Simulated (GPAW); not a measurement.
## Core-hole calculation of the Al K edge in Al2Pt (Fm-3m)

Aim: the near-edge shape at the Al K edge of Al2Pt (Fm-3m), and what the core hole does to it.

Method: X-ray absorption from dipole matrix elements to empty bands, plane-wave PAW LDA, without spin-orbit coupling, in GPAW 26.7.0.

The database entry behind the starting cell differs from later determinations by our own check (0.1 to 0.3 % short, probably kX units), so it need not match the best structure at ambient conditions.

## (1) Set-up

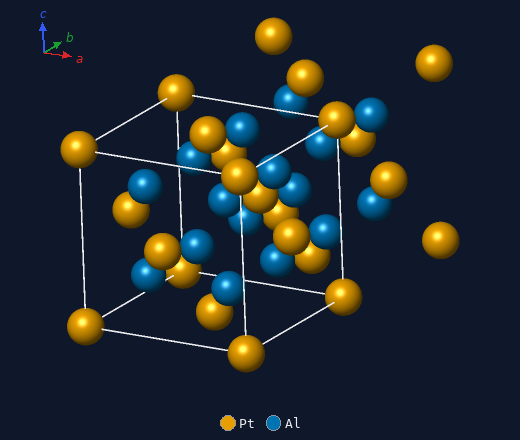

The cell as given, slightly off an axis (platinum orange, aluminium blue). 1×2×1 cells are drawn. This picture shows the conventional cell, with its axes. Some periodic images of atoms are drawn too.

Structure file:

```cif
data_structure
_symmetry_space_group_name_H-M 'P 1'
_symmetry_Int_Tables_number 1
_cell_length_a 4.1790
_cell_length_b 4.1790
_cell_length_c 4.1790
_cell_angle_alpha 60.000
_cell_angle_beta 60.000
_cell_angle_gamma 60.000
_cell_volume 51.61
loop_
_atom_site_label
_atom_site_type_symbol
_atom_site_fract_x
_atom_site_fract_y
_atom_site_fract_z
_atom_site_occupancy
Pt1 Pt 0.00000 0.00000 0.00000 1
Al2 Al 0.75000 0.75000 0.75000 1
Al3 Al 0.25000 0.25000 0.25000 1
```

## (2) The field without a hole

The ground state comes first: it tells whether the system has a gap, which decides how the excited electron is treated.

scf.py

```python
import numpy as np
from ase import Atoms
from ase.parallel import parprint, paropen
from gpaw import GPAW, PW, FermiDirac, Mixer, MixerDif, setup_paths
from gpaw.test import gen
setup_paths.insert(0, '.')
gen('Al', name='nch1s', xcname='LDA', corehole=(1, 0, 0), write_xml=True)
from gpaw.mpi import world
world.barrier()

atoms = Atoms('PtAl2',
    cell=[[0, 2.955, 2.955],
     [2.955, 0, 2.955],
     [2.955, 2.955, 0]],
    scaled_positions=[[0, 0, 0],
     [0.75, 0.75, 0.75],
     [0.25, 0.25, 0.25]],
    pbc=True)
atoms.calc = calc = GPAW(legacy_gpaw=True, mode=PW(430, force_complex_dtype=True), xc='LDA', setups={1: 'nch1s'},
    kpts={'size': (7, 7, 7), 'gamma': True}, occupations=FermiDirac(0.05),
    charge=0, mixer=Mixer(0.1, 5, 50), maxiter=150,
    convergence={'density': 0.0001, 'eigenstates': 1e-6}, txt='scf.txt')
energy = atoms.get_potential_energy() + calc.get_reference_energy()
ef = calc.get_fermi_level()
out = dict(energy=energy, fermi=ef, forces=atoms.get_forces().tolist())
parprint(f'all-electron energy {energy:.4f} eV, Fermi level {ef:.4f} eV')
ev = np.array([[calc.get_eigenvalues(k, s) for k in range(len(calc.get_ibz_k_points()))] for s in range(calc.get_number_of_spins())])
out['homo'], out['lumo'], out['counts'] = ev[ev < ef].max(), ev[ev > ef].min(), sorted(set((ev < ef).sum((0, 2)).tolist()))
out['filled'] = (ev[:, 0] < ef).sum(1).tolist()
import json
with paropen('out.json', 'w') as f:
    json.dump(out, f)
```

The run is started by

```bash
$ OMP_NUM_THREADS=1 mpirun -n 4 gpaw python scf.py
```

Numbers of over 12 decimals in the logs are rounded to 6 here.

Output:

```text
Input parameters:
  convergence: {density: 0.0001,
                eigenstates: 1e-06}
  kpts: {gamma: True,
         size: (7, 7, 7)}
  maxiter: 150
  mixer: {backend: pulay,
          beta: 0.1,
          method: separate,
          nmaxold: 5,
          weight: 50}
  mode: {ecut: 430.0,
         force_complex_dtype: True,
         name: pw}
  occupations: {fixmagmom: False,
                name: fermi-dirac,
                width: 0.05}
  setups: {1: nch1s}

Initialize ...

[... PAW data sets ...]

Reference energy: -513253.591490  # eV

Spin-paired calculation

[... convergence settings ...]
Symmetries present (total): 24
  [... symmetry matrices ...]

343 k-points: 7 x 7 x 7 Monkhorst-Pack grid
20 k-points in the irreducible part of the Brillouin zone
       k-points in crystal coordinates                weights
   0:     0.00000000    0.00000000    0.00000000          1/343
   1:     0.14285714    0.14285714    0.00000000          6/343
   2:     0.14285714    0.14285714    0.14285714          8/343
   3:     0.28571429    0.14285714    0.14285714         12/343
   4:     0.28571429    0.28571429    0.00000000          6/343
   5:     0.28571429    0.28571429    0.14285714         24/343
   6:     0.28571429    0.28571429    0.28571429          8/343
   7:     0.42857143   -0.28571429   -0.28571429         12/343
   8:     0.42857143    0.28571429   -0.42857143         48/343
   9:     0.42857143    0.28571429   -0.28571429         24/343
          ...
  19:     0.42857143    0.42857143    0.42857143          8/343

Wave functions: Plane wave expansion
  Cutoff energy: 430.000 eV
  Number of coefficients (min, max): 1022, 1059
  Pulay-stress correction: 0.000000 eV/Ang^3 (de/decut=0.000000)
  Using FFTW library
  Wavefunction extrapolation:
    Improved wavefunction reuse through dual PAW basis

Occupation numbers: Fermi-Dirac:
  width: 0.0500  # eV

Eigensolver
   Davidson(niter=2)

Densities:
  Coarse grid: 20*20*20 grid
  Fine grid: 40*40*40 grid
  Total Charge: 0.000000

Density mixing:
  Method: separate
  Backend: pulay
  Linear mixing parameter: 0.1
  old densities: 5
  Width of damping distribution: 1.1
  Damping of long wavelength oscillations: 50

[... Hamiltonian set-up ...]
Number of atoms: 3
Number of atomic orbitals: 20
Number of bands in calculation: 18
Number of valence electrons: 22
Bands to converge: occupied

... initialized

Initializing position-dependent things.

Density initialized from atomic densities
Creating initial wave functions:
  18 bands from LCAO basis set

                     Al

            Al

       Pt

Atomic positions and initial magnetic moments

Positions:
   0 Pt     0.000000    0.000000    0.000000    ( 0.0000,  0.0000,  0.0000)
   1 Al     4.432500    4.432500    4.432500    ( 0.0000,  0.0000,  0.0000)
   2 Al     1.477500    1.477500    1.477500    ( 0.0000,  0.0000,  0.0000)

Unit cell:
           periodic     x           y           z      points  spacing
  1. axis:    yes    0.000000    2.955000    2.955000    20     0.1706
  2. axis:    yes    2.955000    0.000000    2.955000    20     0.1706
  3. axis:    yes    2.955000    2.955000    0.000000    20     0.1706

  Lengths:   4.179001   4.179001   4.179001
  Angles:   60.000000  60.000000  60.000000

Effective grid spacing dv^(1/3) = 0.1862

iter:   1   -19.756607
iter:   2   -19.392990   -1.56  -1.15
iter:   3   -19.018145   -1.24  -1.19
iter:   4   -19.160238   -1.34  -1.40
iter:   5   -18.870343   -2.01  -1.38
iter:   6   -18.873192   -2.73  -2.13
iter:   7   -18.869431c  -3.43  -2.52
iter:   8   -18.869338c  -5.11  -3.31
iter:   9   -18.869322c  -6.19c -3.53
iter:  10   -18.869308c  -4.87  -3.40
iter:  11   -18.869295c  -6.02c -3.76
iter:  12   -18.869295c  -7.50c -4.61c

Converged after 12 iterations.

Dipole moment: (0.000000, 0.000000, 0.000000) |e|*Ang

Energy contributions relative to reference atoms: (reference = -513253.591490)

Kinetic:         +1.983033
Potential:       -1.860265
External:        +0.000000
XC:             -18.554396
Entropy (-ST):   -0.015525
Local:           -0.429904
SIC:             +0.000000
--------------------------
Free energy:    -18.877057
Extrapolated:   -18.869295

Showing only first 2 kpts
 Kpt  Band  Eigenvalues  Occupancy
  0     9     10.18947    0.00000
  0    10     11.20234    0.00000
  0    11     11.20234    0.00000
  0    12     11.20234    0.00000

  1     9      9.42367    0.00000
  1    10      9.42367    0.00000
  1    11      9.60730    0.00000
  1    12     10.25432    0.00000

Fermi level: 7.35293

No gap
No difference between direct/indirect transitions

Forces in eV/Ang:
  0 Pt    0.00000    0.00000   -0.00000
  1 Al    0.00000   -0.00000    0.00000
  2 Al    0.00000    0.00000    0.00000
Scalar-relativistic atomic LDA calculation for Al (Aluminium, Z=13)
Core hole in 1s state (1s occupation: 2.0)
450 radial gridpoints.
|------------------------------------------------|
|------------------------------------------------|
[... the atom generator's iteration count ...]

Energy contributions:
-------------------------
Kinetic:     +241.907748
XC:           -17.475820
Potential:   -466.184455
-------------------------
Total:       -241.752526

state      eigenvalue         ekin         rmax
-----------------------------------------------
1s^2.0 :   -55.275624    79.068605        0.079
2s^2.0 :    -3.950529    10.716381        0.498
2p^6.0 :    -2.562254     9.904148        0.428
3s^2.0 :    -0.287726     1.129441        2.062
3p^1.0 :    -0.102289     0.654006        2.636
-----------------------------------------------
(units: Bohr and Hartree)

Generating PAW setup
Kinetic energy of the core from tauc = 239.438228
Cutoffs:
rc(s)=2.050
rc(p)=2.050
rc(d)=2.050
rc(vbar)=1.845
rc(comp)=2.050
rc(nct)=2.050

Kinetic energy of the core states: 238.994859
Charge: 0.0
Core electrons: 10.0
Valence electrons: 3.0
Pseudo-core charge: 0.393537
Shape function alpha=2.380
Pseudo-electron charge 3.499916
state    eigenvalue         norm
--------------------------------
3s(2) :    -0.287726     1.053448
*s    :     0.712274
3p(1) :    -0.102289     0.999482
*p    :     0.897711
*d    :     0.000000
--------------------------------

Diagonalizing with gridspacing h=0.050

state   all-electron     PAW
-------------------------------
3s:      -0.287726    -0.287811
3p:      -0.102289    -0.102345
*d:                    0.027274
*f:                    0.064816
-------------------------------
all-electron energy -513272.4608 eV, Fermi level 7.3529 eV
```

Elapsed: 4 s, on 4 MPI ranks of AMD EPYC 9R14 (Zen 4), shared host; peak memory 0.18 GiB.

The mesh shows no gap, so the system is treated as a metal and the core electron is put at the Fermi level (neutral cell).

## (3) Spectrum without a core hole, Al atom 2

Without a hole the spectrum is the empty density of states of the right symmetry on the absorber, weighted by matrix elements. It needs only the small cell and serves as the baseline. The data set with a hole of occupation 0 only carries the core orbital.

The absorber has 4 Pt at 2.56 Å and 6 Al at 2.96 Å (10-fold, site symmetry -43m).

xas.py

```python
import numpy as np
from ase import Atoms
from ase.parallel import parprint, paropen
from gpaw import GPAW, PW, FermiDirac, Mixer, MixerDif, setup_paths
from gpaw.test import gen
setup_paths.insert(0, '.')
gen('Al', name='nch1s', xcname='LDA', corehole=(1, 0, 0), write_xml=True)
from gpaw.mpi import world
world.barrier()

atoms = Atoms('PtAl2',
    cell=[[0, 2.955, 2.955],
     [2.955, 0, 2.955],
     [2.955, 2.955, 0]],
    scaled_positions=[[0, 0, 0],
     [0.75, 0.75, 0.75],
     [0.25, 0.25, 0.25]],
    pbc=True)
atoms.calc = calc = GPAW(legacy_gpaw=True, mode=PW(430, force_complex_dtype=True), xc='LDA', setups={1: 'nch1s'},
    kpts={'size': (10, 10, 10), 'gamma': True}, occupations=FermiDirac(0.1),
    charge=0, mixer=Mixer(0.1, 5, 50), maxiter=150,
    convergence={'density': 0.0001, 'eigenstates': 1e-6}, txt='scf.txt')
energy = atoms.get_potential_energy() + calc.get_reference_energy()
ef = calc.get_fermi_level()
out = dict(energy=energy, fermi=ef, forces=atoms.get_forces().tolist())
parprint(f'all-electron energy {energy:.4f} eV, Fermi level {ef:.4f} eV')
ev = np.array([[calc.get_eigenvalues(k, s) for k in range(len(calc.get_ibz_k_points()))] for s in range(calc.get_number_of_spins())])
out['homo'], out['lumo'], out['counts'] = ev[ev < ef].max(), ev[ev > ef].min(), sorted(set((ev < ef).sum((0, 2)).tolist()))
out['filled'] = (ev[:, 0] < ef).sum(1).tolist()

from ase.units import Ha
from gpaw.xas import dipole_matrix_elements
nb = int(calc.get_number_of_electrons() / 2) + 39
top = nb
nscf = calc.fixed_density(kpts={'size': (9, 9, 9), 'gamma': True},
    convergence={'eigenstates': 1.0}, txt='nscf.txt')
nscf.diagonalize_full_hamiltonian(nbands=nb)
cell = atoms.cell.array
ops = [cell.T @ U.T @ np.linalg.inv(cell.T) for U in nscf.wfs.kd.symmetry.op_scc]
E = np.arange(-25, 34, 0.1)
fwhm = np.interp(E, [4, 25], [0.9, 3.5])
Y, X, zero, highest = 0, 0, 1e9, 1e9
for spin in range(nscf.get_number_of_spins()):
    wfs = nscf.wfs
    mine = wfs.bd.get_slice()  # this rank's bands
    A = dipole_matrix_elements(wfs.setups[1])
    eps = np.zeros((wfs.kd.nibzkpts, nb))
    d = np.zeros((3, A.shape[1], wfs.kd.nibzkpts, nb), complex)
    for kpt in wfs.kpt_u:
        if kpt.s == spin and 1 in kpt.P_ani:
            eps[kpt.k, mine] = kpt.eps_n * Ha
            d[:, :, kpt.k, mine] = (kpt.weight * wfs.nspins / 2) ** 0.5 * np.inner(A, kpt.P_ani[1])
    world.sum(eps)
    world.sum(d)
    T = np.einsum('amkn,bmkn->abkn', d, d.conj()).real
    T = sum(np.einsum('ai,ijkn,bj->abkn', R, T, R) for R in ops) / len(ops)
    empty = eps > ef
    zero, highest = min(zero, eps[empty].min()), min(highest, eps[:, top - 1].min())
    lines = [(eps, T, empty)] if spin == 0 else lines + [(eps, T, empty)]
for eps, T, empty in lines:
    f = np.einsum('aakn->akn', T).reshape(3, -1)
    x = eps.ravel() - zero
    w = np.interp(x, E, fwhm) / 2.35482
    g = np.exp(-0.5 * ((E[:, None] - x) / w) ** 2) / (w * (2 * np.pi) ** 0.5)
    Y = Y + (f * empty.ravel()) @ g.T
    X = X + (f * ~empty.ravel()) @ g.T
out.update(E=E.round(2).tolist(), xas=Y.tolist(), xes=X.tolist(), zero=zero, valid=highest - zero, nk=len(eps), nb=nb)
for i in range(0, len(E), 10):
    parprint(f'{E[i]:7.2f}', *(f'{v:10.3e}' for v in Y[:, i]))
import json
with paropen('out.json', 'w') as f:
    json.dump(out, f)
```

The run is started by

```bash
$ OMP_NUM_THREADS=1 mpirun -n 4 gpaw python xas.py
```

Output:

```text
Input parameters:
  convergence: {density: 0.0001,
                eigenstates: 1e-06}
  kpts: {gamma: True,
         size: (10, 10, 10)}
  maxiter: 150
  mixer: {backend: pulay,
          beta: 0.1,
          method: separate,
          nmaxold: 5,
          weight: 50}
  mode: {ecut: 430.0,
         force_complex_dtype: True,
         name: pw}
  occupations: {fixmagmom: False,
                name: fermi-dirac,
[...]
*p    :     0.897711
*d    :     0.000000
--------------------------------

Diagonalizing with gridspacing h=0.050

state   all-electron     PAW
-------------------------------
3s:      -0.287726    -0.287811
3p:      -0.102289    -0.102345
*d:                    0.027274
*f:                    0.064816
-------------------------------
all-electron energy -513272.4773 eV, Fermi level 7.3629 eV
[...]
32.00  7.850e-06  7.850e-06  7.850e-06
  33.00  8.376e-06  8.376e-06  8.376e-06
[key lines of the parts left out:]
Converged after 12 iterations.
Dipole moment: (0.000000, 0.000000, 0.000000) |e|*Ang
Free energy:    -18.904172
Fermi level: 7.36295
```

Wall time 14 s (4 MPI ranks); peak memory 0.33 GiB; 55 s of CPU time.

The Al K spectrum, Al atom 2, no core hole (energy from the lowest empty level; intensity scaled to a mean of 1 over the first 20 eV):

| E (eV) | intensity |
| --- | --- |
| -2.0 | 0.00 |
| -0.5 | 0.07 |
| 1.0 | 0.56 |
| 2.5 | 0.16 |
| 4.0 | 0.53 |
| 5.5 | 1.42 |
| 7.0 | 1.52 |
| 8.5 | 1.21 |
| 10.0 | 1.24 |
| 11.5 | 0.96 |
| 13.0 | 1.09 |
| 14.5 | 1.24 |
| 16.0 | 1.26 |
| 17.5 | 1.12 |
| 19.0 | 0.91 |
| 20.5 | 0.69 |
| 22.0 | 0.59 |
| 23.5 | 0.50 |
| 25.0 | 0.48 |
| 26.5 | 0.59 |
| 28.0 | 0.76 |
| 29.5 | 0.89 |
| 31.0 | 0.94 |

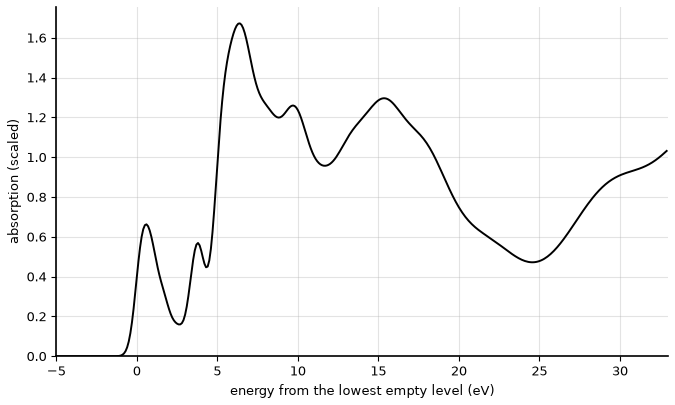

The Al K edge, Al atom 2, no core hole: main maxima at 6.4, 9.7 and 15.4 eV.

Main maxima below 24 eV (height): 0.6 eV (0.66), 3.8 eV (0.57), 6.4 eV (1.67), 9.7 eV (1.26) and 15.4 eV (1.30). A K edge sees empty p states on the absorber.

The same matrix elements for filled bands give the Al K emission of Al atom 2 (ground-state approximation; energy from the lowest empty level, largest value 1):

| E (eV) | emission |
| --- | --- |
| -24.0 | 0.00 |
| -22.5 | 0.00 |
| -21.0 | 0.00 |
| -19.5 | 0.00 |
| -18.0 | 0.00 |
| -16.5 | 0.00 |
| -15.0 | 0.00 |
| -13.5 | 0.00 |
| -12.0 | 0.00 |
| -10.5 | 0.00 |
| -9.0 | 0.03 |
| -7.5 | 0.12 |
| -6.0 | 0.26 |
| -4.5 | 0.95 |
| -3.0 | 0.31 |
| -1.5 | 0.52 |
| 0.0 | 0.35 |
| 1.5 | 0.00 |
| 3.0 | 0.00 |

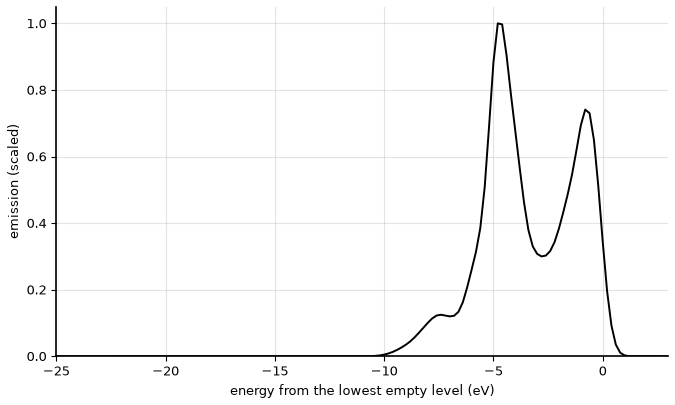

X-ray emission from the filled bands.

Emission maxima: -4.8 eV (1.00) and -0.8 eV (0.74).

## (4) Supercell without a hole, the energy reference

The photon energy needs a difference of total energies, so the cell and mesh of the coming hole run are first run without a hole.

Changes to scf.py since step 2:

```diff
@@ -10,12 +10,21 @@
 
-atoms = Atoms('PtAl2',
-    cell=[[0, 2.955, 2.955],
-     [2.955, 0, 2.955],
-     [2.955, 2.955, 0]],
+atoms = Atoms('Pt4Al8',
+    cell=[[0, 0, 5.91],
+     [5.91, 0, 0],
+     [0, 5.91, 0]],
     scaled_positions=[[0, 0, 0],
+     [0, 0.5, 0.5],
+     [0.5, 0.5, 0],
+     [0.5, 0, 0.5],
      [0.75, 0.75, 0.75],
-     [0.25, 0.25, 0.25]],
+     [0.75, 0.25, 0.25],
+     [0.25, 0.25, 0.75],
+     [0.25, 0.75, 0.25],
+     [0.25, 0.25, 0.25],
+     [0.25, 0.75, 0.75],
+     [0.75, 0.75, 0.25],
+     [0.75, 0.25, 0.75]],
     pbc=True)
-atoms.calc = calc = GPAW(legacy_gpaw=True, mode=PW(430, force_complex_dtype=True), xc='LDA', setups={1: 'nch1s'},
-    kpts={'size': (7, 7, 7), 'gamma': True}, occupations=FermiDirac(0.05),
+atoms.calc = calc = GPAW(legacy_gpaw=True, mode=PW(430, force_complex_dtype=True), xc='LDA', setups={4: 'nch1s'},
+    kpts={'size': (4, 4, 4), 'gamma': True}, occupations=FermiDirac(0.1),
     charge=0, mixer=Mixer(0.1, 5, 50), maxiter=150,
```

The run is started by

```bash
$ OMP_NUM_THREADS=1 mpirun -n 4 gpaw python scf.py
```

Output:

```text
Input parameters:
  convergence: {density: 0.0001,
                eigenstates: 1e-06}
  kpts: {gamma: True,
         size: (4, 4, 4)}
  maxiter: 150
  mixer: {backend: pulay,
          beta: 0.1,
          method: separate,
          nmaxold: 5,
          weight: 50}
  mode: {ecut: 430.0,
         force_complex_dtype: True,
         name: pw}
  occupations: {fixmagmom: False,
                name: fermi-dirac,
[...]
3s(2) :    -0.287726     1.053448
*s    :     0.712274
3p(1) :    -0.102289     0.999482
*p    :     0.897711
*d    :     0.000000
--------------------------------

Diagonalizing with gridspacing h=0.050

state   all-electron     PAW
-------------------------------
3s:      -0.287726    -0.287811
3p:      -0.102289    -0.102345
*d:                    0.027274
*f:                    0.064816
-------------------------------
all-electron energy -2053089.8309 eV, Fermi level 7.3073 eV
[key lines of the parts left out:]
Converged after 13 iterations.
Dipole moment: (-0.000041, -0.000041, -0.000041) |e|*Ang
Free energy:    -75.570821
Fermi level: 7.30728
```

The job ended after 14 s (4 MPI ranks; peak memory 0.26 GiB).

Reference energy: -2053089.831 eV with the cores included.

(Continued in part 2 of 2.)

[Banner, clock and machine lines of the logs are left out without a mark of their own.]

[Logs are printed without paths, hosts, clocks, repeated set-up lines and the standing remarks that a program may print on its own settings, such as how far it seeks lower states.]

[Hosts, paths, dates, database ids (printed as entryN), source tags and the programs' standing remarks are cut or masked in the printed files.]

[Lists of maxima count a maximum above −3 eV only where it reaches 4 % of the highest in the window and stands out from its surroundings by 2 % of it (1.5 % where it reaches 55 %); shoulders and weaker maxima are passed over, and of the rest the first, up to two pre-edge ones and the few strongest are named.]
